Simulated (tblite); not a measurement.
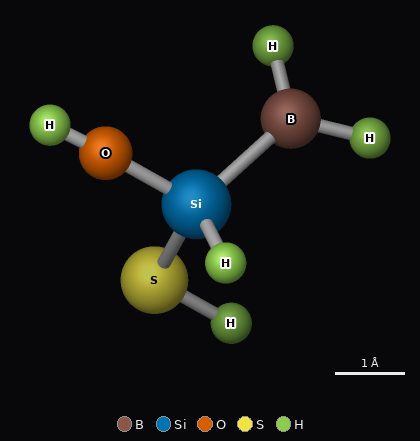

*The structure as given in the input (ball-and-stick view, seen at a tilt).*

**Frequency calculation, with input and output: BSiH₅SO**

- system: BSiH₅SO
- method: GFN1-xTB, R-SCC (tblite 0.8.0)

The geometry was optimised with GFN1-xTB.

## Output
```
E = -14.43158534 Eh, max gradient 2.52e-05 Eh/bohr
mode   frequency/cm^-1   IR/(km/mol)
   1         100.13          6.506
   2         189.95         27.560
   3         218.99         11.061
   4         229.81          5.318
   5         263.51         25.197
   6         322.35        216.152
   7         356.88        220.001
   8         556.95         39.228
   9         565.79         54.221
  10         622.88         42.135
  11         658.53        157.297
  12         691.01         21.294
  13         773.13         51.847
  14         792.19        164.851
  15         934.06        238.615
  16        1244.91         33.137
  17        2178.95        282.984
  18        2436.77        145.708
  19        2456.36        214.861
  20        2650.82        180.579
  21        3828.08        114.522
imaginary modes: 0, zero-point energy 0.050284 Eh = 31.5536 kcal/mol
```

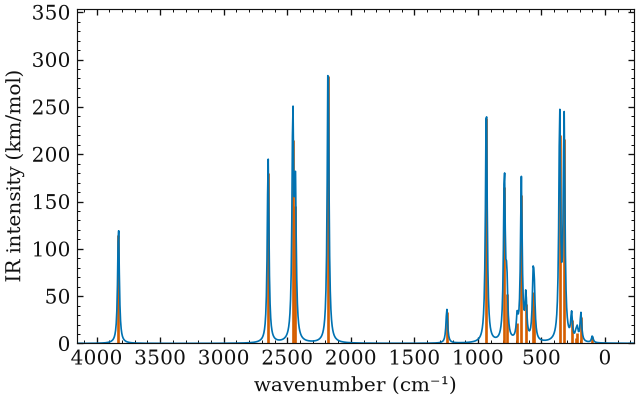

*Harmonic infrared spectrum, unscaled: sticks (degenerate modes added up, dark ones marked on the axis) with a Lorentzian envelope of 16 cm⁻¹ full width, scaled to the tallest stick.*

21 modes from 100 to 3828 cm⁻¹, none imaginary. The strongest line is at 2179 cm⁻¹ (283 km/mol).

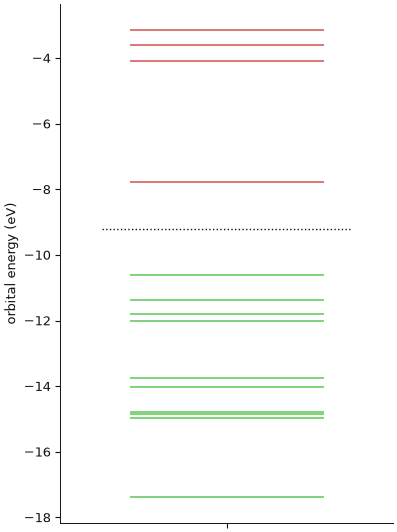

*Orbital energies near the frontier; the dotted line parts filled from empty levels, and levels within 0.02 eV of each other stand side by side.*

Highest filled −10.61 eV, lowest empty −7.79 eV, 2.82 eV apart.

The run was set up as follows.

## Input (xtb_job.py)
```python
# GFN1-xTB harmonic vibrations
import json
import numpy as np
from tblite.interface import Calculator
from tblite.interface import symbols_to_numbers
from ase.data import atomic_masses

symbols = list(map(str, np.loadtxt("molecule.xyz", skiprows=2, usecols=0, dtype=str, ndmin=1)))
numbers = np.array(symbols_to_numbers(symbols))
positions = np.loadtxt("molecule.xyz", skiprows=2, usecols=(1, 2, 3), ndmin=2) / 0.5291772

tb = Calculator("GFN1-xTB", numbers, positions, charge=0, uhf=0)
tb.set("verbosity", 0)
tb.set("accuracy", 0.01)
result = tb.singlepoint()
h = 0.005  # bohr
n = positions.size
H, D = np.zeros((n, n)), np.zeros((n, 3))
for a in range(n):
    g, d = [], []
    for sign in (1, -1):
        x = positions.ravel().copy()
        x[a] += sign * h
        tb.update(x.reshape(-1, 3))
        y = tb.singlepoint()
        g.append(y.get('gradient').ravel())
        d.append(y.get('dipole'))
    H[a], D[a] = (g[0] - g[1]) / (2 * h), (d[0] - d[1]) / (2 * h)
mass = np.repeat(atomic_masses[numbers], 3)
H = (H + H.T) / 2 / np.sqrt(np.outer(mass, mass))
# project out translations and rotations
com = positions - atomic_masses[numbers] @ positions / atomic_masses[numbers].sum()
T = [np.tile(v, len(numbers)) for v in np.eye(3)] + [np.cross(com, v).ravel() for v in np.eye(3)]
U, sv, _ = np.linalg.svd((np.array(T) * np.sqrt(mass)).T)
Q = U[:, (sv > 1e-3 * sv.max()).sum():]
w, V = np.linalg.eigh(Q.T @ H @ Q)
freq = np.sign(w) * np.sqrt(np.abs(w)) * 5140.487
inten = (((Q @ V).T / np.sqrt(mass)) @ D) ** 2
inten = inten.sum(axis=1) * 974.88
print(f"E = {result.get('energy'):.8f} Eh, max gradient {np.abs(result.get('gradient')).max():.2e} Eh/bohr")
print("mode   frequency/cm^-1   IR/(km/mol)")
for i, (v, s) in enumerate(zip(freq, inten), 1):
    print(f"{i:4d} {v:14.2f} {s:14.3f}")
zpe = freq[freq > 0].sum() / 2 / 219474.63
print(f"imaginary modes: {(freq < -10).sum()}, zero-point energy {zpe:.6f} Eh = {zpe * 627.5095:.4f} kcal/mol")
out = {k: np.asarray(result.get(k)).tolist() for k in ("energy", "gradient", "charges", "dipole", "orbital-energies", "orbital-occupations")}
out.update(symbols=symbols, positions=(positions * 0.529177210903).tolist(), frequencies=freq.tolist(), intensities=inten.tolist(), zpe=zpe)
json.dump(out, open("results.json", "w"))
```

## File molecule.xyz
```
9
start geometry
B     -0.396472     1.466164     0.080382
Si     0.475732    -0.317130     0.102080
O      0.262264    -1.114947     1.481561
S     -0.567521    -1.419832    -1.359948
H     -0.141443     2.343167    -0.699387
H     -1.390766     1.730226     0.702621
H      1.911465    -0.320453    -0.123072
H      0.105407    -1.627374     2.261673
H     -0.258677    -0.739820    -2.445911
```

Launch command:
```bash
python xtb_job.py
```

## Summary

```tsv
quantity	value
outcome	converged
total energy	−14.431585 hartree
basis functions	36
largest force	0.002 eV/Å
HOMO	−10.61 eV
LUMO	−7.79 eV
zero-point energy	0.050284 hartree
dipole moment	0.97 D
wavenumbers, lowest and highest	100 and 3828 cm⁻¹
hardware	1 thread of Intel Xeon @ 2.50GHz (Skylake/Cascade Lake), 189 GiB of memory available, shared host
wall time	2 s
peak memory	0.067 GiB
```
